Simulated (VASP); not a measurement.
Band structure of Si (space group P6_3/mmc). Calculation: PBEsol GGA, VASP's PBE PAW potentials (set 64) (plane waves; VASP).

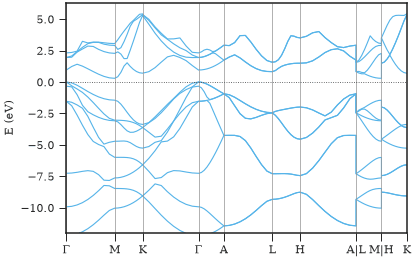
*Bands along high-symmetry lines, zero at the valence-band maximum or, without a gap, the Fermi level*

Problem. Read the plot: is there a gap, and where are the band edges?

Solution. The gap is indirect, 0.29 eV, from the valence maximum at Γ to the conduction minimum at M. (Edges off the drawn lines would not show.)

The structure comes from a computed database's Si entry (P6_3/mmc); how it stands against other phases isn't given here. It was relaxed first.
